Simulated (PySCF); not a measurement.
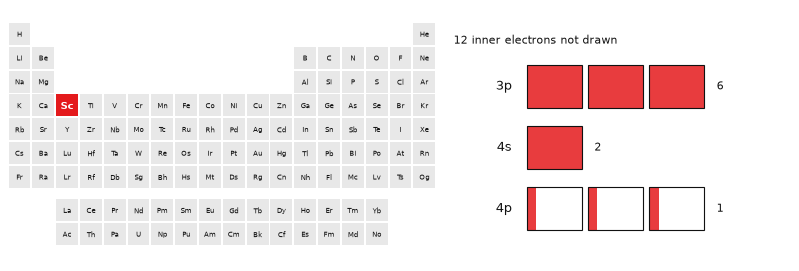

*Left, the place of scandium in the periodic table; right, the outer shells of the nominal configuration: a box for each of the 2l + 1 orbitals, shaded by the share of the shell that is filled, with the electron count at the right.*

## Sc: atomic calculation

System: Sc, configuration 1s2 2s2 2p6 3s2 3p6 4s2 4p1, multiplicity 2.
Method: unrestricted CCSD(T), x2c-QZVPPall, spin-free X2C-1e, Gaussian nucleus (PySCF).

Input:
```python
from pyscf import gto, scf, dft, mp, cc
import basis_set_exchange as bse
mol = gto.M(atom="Sc 0 0 0", charge=0, spin=1, symmetry="D2h",
            basis=gto.basis.parse(bse.get_basis("x2c-QZVPPall", elements=["Sc"], fmt="nwchem")),
            nucmod="G")
mf = scf.UHF(mol).sfx2c1e()
mf.irrep_nelec = {'Ag': (4, 4), 'B1u': (2, 2), 'B2u': (3, 2), 'B3u': (2, 2)}
mf.kernel()
mycc = cc.CCSD(mf, frozen=5).run()
mycc.ccsd_t()
```

The script is an equivalent of what the driver set up; the driver started from orbitals of its own, so the log can be shorter than this script's would be, and it computed the properties (radii, ⟨L²⟩, response) afterwards. It held the occupations shell by shell, which the script's counts by irreducible representation don't always enforce.

Hardware: 1 CPU thread, shared host.

Output (extracts):
```
CC2 = 0
CCSD nocc = (np.int64(6), np.int64(5)), nmo = (91, 91)
frozen orbitals [[0, 1, 2, 3, 4], [0, 1, 2, 3, 4]]
max_cycle = 100
direct = 0
conv_tol = 1e-08
conv_tol_normt = 1e-06
diis_space = 8
diis_start_cycle = 0
Init t2, MP2 energy = -0.276553984585143
Init E_corr(UCCSD) = -0.276553984752537
cycle = 1  E_corr(UCCSD) = -0.296662736493818  dE = -0.0201087517  norm(t1,t2) = 0.0867273
cycle = 2  E_corr(UCCSD) = -0.303565115429262  dE = -0.00690237894  norm(t1,t2) = 0.0513438
cycle = 3  E_corr(UCCSD) = -0.309743676607759  dE = -0.00617856118  norm(t1,t2) = 0.0393256
cycle = 4  E_corr(UCCSD) = -0.310650267008858  dE = -0.000906590401  norm(t1,t2) = 0.0245361
cycle = 5  E_corr(UCCSD) = -0.311009839960417  dE = -0.000359572952  norm(t1,t2) = 0.0193052
cycle = 6  E_corr(UCCSD) = -0.311963572949548  dE = -0.000953732989  norm(t1,t2) = 0.0175443
cycle = 7  E_corr(UCCSD) = -0.311902907256105  dE = 6.06656934e-05  norm(t1,t2) = 0.0166805
cycle = 8  E_corr(UCCSD) = -0.311755228811427  dE = 0.000147678445  norm(t1,t2) = 0.0165577
cycle = 9  E_corr(UCCSD) = -0.312258522469587  dE = -0.000503293658  norm(t1,t2) = 0.0167698
cycle = 10  E_corr(UCCSD) = -0.311566357390477  dE = 0.000692165079  norm(t1,t2) = 0.0168895
cycle = 11  E_corr(UCCSD) = -0.312281235791075  dE = -0.000714878401  norm(t1,t2) = 0.0171085
cycle = 12  E_corr(UCCSD) = -0.312227689247913  dE = 5.35465432e-05  norm(t1,t2) = 0.0159363
cycle = 13  E_corr(UCCSD) = -0.312222540386455  dE = 5.14886146e-06  norm(t1,t2) = 0.0159476
cycle = 14  E_corr(UCCSD) = -0.31244930780377  dE = -0.000226767417  norm(t1,t2) = 0.0159384
cycle = 15  E_corr(UCCSD) = -0.312621968403091  dE = -0.000172660599  norm(t1,t2) = 0.0159033
cycle = 16  E_corr(UCCSD) = -0.312927393707126  dE = -0.000305425304  norm(t1,t2) = 0.0155728
cycle = 17  E_corr(UCCSD) = -0.313514572258471  dE = -0.000587178551  norm(t1,t2) = 0.012528
cycle = 18  E_corr(UCCSD) = -0.313394808440045  dE = 0.000119763818  norm(t1,t2) = 0.00726416
cycle = 19  E_corr(UCCSD) = -0.313541204314673  dE = -0.000146395875  norm(t1,t2) = 0.00521068
cycle = 20  E_corr(UCCSD) = -0.313639032960109  dE = -9.78286454e-05  norm(t1,t2) = 0.00472334
cycle = 21  E_corr(UCCSD) = -0.313648158920832  dE = -9.12596072e-06  norm(t1,t2) = 0.00498771
cycle = 22  E_corr(UCCSD) = -0.313569577680983  dE = 7.85812398e-05  norm(t1,t2) = 0.00598452
cycle = 23  E_corr(UCCSD) = -0.313492953410265  dE = 7.66242707e-05  norm(t1,t2) = 0.00308436
cycle = 24  E_corr(UCCSD) = -0.313469175229486  dE = 2.37781808e-05  norm(t1,t2) = 0.00226927
cycle = 25  E_corr(UCCSD) = -0.313524122393161  dE = -5.49471637e-05  norm(t1,t2) = 0.00158989
cycle = 26  E_corr(UCCSD) = -0.313536710168658  dE = -1.25877755e-05  norm(t1,t2) = 0.00120561
cycle = 27  E_corr(UCCSD) = -0.313529521530492  dE = 7.18863817e-06  norm(t1,t2) = 0.00116008
cycle = 28  E_corr(UCCSD) = -0.313544341814425  dE = -1.48202839e-05  norm(t1,t2) = 0.00116606
cycle = 29  E_corr(UCCSD) = -0.313545863958416  dE = -1.52214399e-06  norm(t1,t2) = 0.00115761
cycle = 30  E_corr(UCCSD) = -0.313542085795004  dE = 3.77816341e-06  norm(t1,t2) = 0.00115852
cycle = 31  E_corr(UCCSD) = -0.313560658083936  dE = -1.85722889e-05  norm(t1,t2) = 0.00112267
cycle = 32  E_corr(UCCSD) = -0.313565792001535  dE = -5.1339176e-06  norm(t1,t2) = 0.0010967
cycle = 33  E_corr(UCCSD) = -0.313582421028162  dE = -1.66290266e-05  norm(t1,t2) = 0.00105855
cycle = 34  E_corr(UCCSD) = -0.313567507794485  dE = 1.49132337e-05  norm(t1,t2) = 0.00104399
cycle = 35  E_corr(UCCSD) = -0.31356738847869  dE = 1.19315795e-07  norm(t1,t2) = 0.00102792
cycle = 36  E_corr(UCCSD) = -0.313589641906696  dE = -2.2253428e-05  norm(t1,t2) = 0.00104294
cycle = 37  E_corr(UCCSD) = -0.313609646402331  dE = -2.00044956e-05  norm(t1,t2) = 0.000995179
cycle = 38  E_corr(UCCSD) = -0.313617822592466  dE = -8.17619013e-06  norm(t1,t2) = 0.000993881
cycle = 39  E_corr(UCCSD) = -0.313634629939326  dE = -1.68073469e-05  norm(t1,t2) = 0.000990152
cycle = 40  E_corr(UCCSD) = -0.313616955919751  dE = 1.76740196e-05  norm(t1,t2) = 0.00100322
cycle = 41  E_corr(UCCSD) = -0.31361211876281  dE = 4.83715694e-06  norm(t1,t2) = 0.000959806
cycle = 42  E_corr(UCCSD) = -0.313663479785012  dE = -5.13610222e-05  norm(t1,t2) = 0.000934447
cycle = 43  E_corr(UCCSD) = -0.313684508280264  dE = -2.10284953e-05  norm(t1,t2) = 0.000900869
cycle = 44  E_corr(UCCSD) = -0.313689165524807  dE = -4.65724454e-06  norm(t1,t2) = 0.000928089
cycle = 45  E_corr(UCCSD) = -0.313663249001581  dE = 2.59165232e-05  norm(t1,t2) = 0.000985622
cycle = 46  E_corr(UCCSD) = -0.313713222208005  dE = -4.99732064e-05  norm(t1,t2) = 0.00114372
cycle = 47  E_corr(UCCSD) = -0.313649494550615  dE = 6.37276574e-05  norm(t1,t2) = 0.00121903
cycle = 48  E_corr(UCCSD) = -0.313657499317948  dE = -8.00476733e-06  norm(t1,t2) = 0.00105291
cycle = 49  E_corr(UCCSD) = -0.313649705985904  dE = 7.79333204e-06  norm(t1,t2) = 0.00111383
cycle = 50  E_corr(UCCSD) = -0.313676181165018  dE = -2.64751791e-05  norm(t1,t2) = 0.000984518
cycle = 51  E_corr(UCCSD) = -0.31365615801104  dE = 2.0023154e-05  norm(t1,t2) = 0.00103056
cycle = 52  E_corr(UCCSD) = -0.313662778301486  dE = -6.62029045e-06  norm(t1,t2) = 0.00111265
cycle = 53  E_corr(UCCSD) = -0.313624232283898  dE = 3.85460176e-05  norm(t1,t2) = 0.00101566
cycle = 54  E_corr(UCCSD) = -0.313720161596685  dE = -9.59293128e-05  norm(t1,t2) = 0.000963235
cycle = 55  E_corr(UCCSD) = -0.313715837616804  dE = 4.32397988e-06  norm(t1,t2) = 0.00108195
cycle = 56  E_corr(UCCSD) = -0.313720608483686  dE = -4.77086688e-06  norm(t1,t2) = 0.00116989
cycle = 57  E_corr(UCCSD) = -0.31372848135853  dE = -7.87287484e-06  norm(t1,t2) = 0.000899859
cycle = 58  E_corr(UCCSD) = -0.313727362570815  dE = 1.11878772e-06  norm(t1,t2) = 0.000888198
cycle = 59  E_corr(UCCSD) = -0.313718060925004  dE = 9.30164581e-06  norm(t1,t2) = 0.000886663
cycle = 60  E_corr(UCCSD) = -0.313709085001536  dE = 8.97592347e-06  norm(t1,t2) = 0.000937726
cycle = 61  E_corr(UCCSD) = -0.313731596168377  dE = -2.25111668e-05  norm(t1,t2) = 0.000949525
cycle = 62  E_corr(UCCSD) = -0.313649082519038  dE = 8.25136493e-05  norm(t1,t2) = 0.0011329
cycle = 63  E_corr(UCCSD) = -0.313733793263043  dE = -8.4710744e-05  norm(t1,t2) = 0.000928823
cycle = 64  E_corr(UCCSD) = -0.313725504959802  dE = 8.28830324e-06  norm(t1,t2) = 0.00087458
cycle = 65  E_corr(UCCSD) = -0.31372506521199  dE = 4.39747812e-07  norm(t1,t2) = 0.000954913
cycle = 66  E_corr(UCCSD) = -0.313732590373257  dE = -7.52516127e-06  norm(t1,t2) = 0.000839128
cycle = 67  E_corr(UCCSD) = -0.313749156286358  dE = -1.65659131e-05  norm(t1,t2) = 0.000860128
cycle = 68  E_corr(UCCSD) = -0.313725005742794  dE = 2.41505436e-05  norm(t1,t2) = 0.000852422
cycle = 69  E_corr(UCCSD) = -0.313730958990644  dE = -5.95324785e-06  norm(t1,t2) = 0.000979538
cycle = 70  E_corr(UCCSD) = -0.313733605151226  dE = -2.64616058e-06  norm(t1,t2) = 0.000851282
cycle = 71  E_corr(UCCSD) = -0.31372758079087  dE = 6.02436036e-06  norm(t1,t2) = 0.000839132
cycle = 72  E_corr(UCCSD) = -0.31370226398099  dE = 2.53168099e-05  norm(t1,t2) = 0.000837014
cycle = 73  E_corr(UCCSD) = -0.313744316953608  dE = -4.20529726e-05  norm(t1,t2) = 0.00084762
cycle = 74  E_corr(UCCSD) = -0.313736858770943  dE = 7.45818267e-06  norm(t1,t2) = 0.000839284
cycle = 75  E_corr(UCCSD) = -0.313786356828217  dE = -4.94980573e-05  norm(t1,t2) = 0.000825544
cycle = 76  E_corr(UCCSD) = -0.313761211660756  dE = 2.51451675e-05  norm(t1,t2) = 0.000849288
cycle = 77  E_corr(UCCSD) = -0.313741007942893  dE = 2.02037179e-05  norm(t1,t2) = 0.000837783
cycle = 78  E_corr(UCCSD) = -0.313745233390452  dE = -4.22544756e-06  norm(t1,t2) = 0.000828445
cycle = 79  E_corr(UCCSD) = -0.31374286149287  dE = 2.37189758e-06  norm(t1,t2) = 0.000825684
cycle = 80  E_corr(UCCSD) = -0.313726036504533  dE = 1.68249883e-05  norm(t1,t2) = 0.000825551
cycle = 81  E_corr(UCCSD) = -0.313725247296838  dE = 7.89207695e-07  norm(t1,t2) = 0.000827969
cycle = 82  E_corr(UCCSD) = -0.313684136055433  dE = 4.11112414e-05  norm(t1,t2) = 0.000815992
cycle = 83  E_corr(UCCSD) = -0.313733708110435  dE = -4.9572055e-05  norm(t1,t2) = 0.000848563
cycle = 84  E_corr(UCCSD) = -0.313778797116804  dE = -4.50890064e-05  norm(t1,t2) = 0.000817252
cycle = 85  E_corr(UCCSD) = -0.313779346790283  dE = -5.49673478e-07  norm(t1,t2) = 0.000860334
cycle = 86  E_corr(UCCSD) = -0.313773380456558  dE = 5.96633372e-06  norm(t1,t2) = 0.000863638
cycle = 87  E_corr(UCCSD) = -0.313774774487107  dE = -1.39403055e-06  norm(t1,t2) = 0.000857969
cycle = 88  E_corr(UCCSD) = -0.313766552181222  dE = 8.22230589e-06  norm(t1,t2) = 0.000861972
cycle = 89  E_corr(UCCSD) = -0.313751707941634  dE = 1.48442396e-05  norm(t1,t2) = 0.000850474
cycle = 90  E_corr(UCCSD) = -0.313756905077039  dE = -5.1971354e-06  norm(t1,t2) = 0.000857525
cycle = 91  E_corr(UCCSD) = -0.313708268403755  dE = 4.86366733e-05  norm(t1,t2) = 0.000856412
cycle = 92  E_corr(UCCSD) = -0.313761282730363  dE = -5.30143266e-05  norm(t1,t2) = 0.000846438
cycle =
```

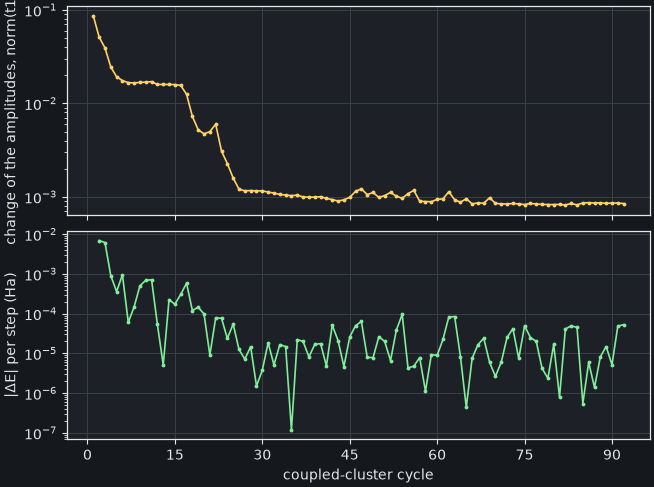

*Convergence: change of the amplitudes, norm(t1,t2) and change of the energy from step to step (the smallest changes aren't drawn) against the coupled-cluster cycle.*

The residual stalls around 10⁻³ from about step 25 on. It goes from 0.087 to 0.00085 in 92 steps.

Outcome:

| quantity | value |
| --- | --- |
| outcome | not converged |
| CCSD correlation | −0.313796 hartree |
| T1 diagnostic | 0.174 |
| CPU time | 3.3 min (integrals apart) |

What went wrong:

The run did not meet its convergence test, so its last values are not results. This is not the ground configuration of the species. Caveats: T1 above 0.03; largest double amplitude above 0.15.
